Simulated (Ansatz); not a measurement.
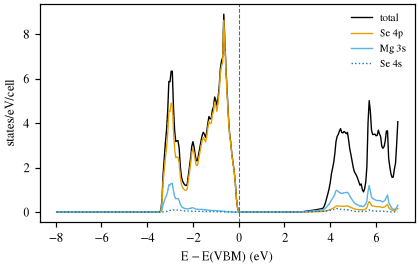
Figure: Total and projected density of states of MgSe (wurtzite, space group No. 186), the program Ansatz at the LDA level (PAW)

**Question.** Which orbitals carry the states next to the gap?

**Answer.** Top 1 eV of the valence band: Se 4p 97 %. Bottom 1 eV of the conduction band: Mg 3s 62 %, Se 4s 23 %, Se 4p 12 %. Projections are on Löwdin-orthogonalised atomic valence shells; empty p or d shells of many metals are not among them.

**Question.** Where is the tallest occupied peak in this window, and what makes it?

**Answer.** Near -0.6 eV, about 8.9 states/eV per cell; the largest projected share is Se 4p.

Space group P6_3mc (wurtzite). The first step of the workflow began from a Materials Project structure, measured or hypothetical; the Crystallography Open Database copy checked does not list it. COD files the formula under space group No. 225, so this cell is another polymorph or a model. Its standing as an ambient phase is unchecked. The LDA relaxation kept the symmetry of its start; whether a distortion lowers the energy is not shown. Scalar-relativistic: spin–orbit coupling is off unless named, which matters more the heavier the elements.

Potentials: the later of the program's two PAW sets.
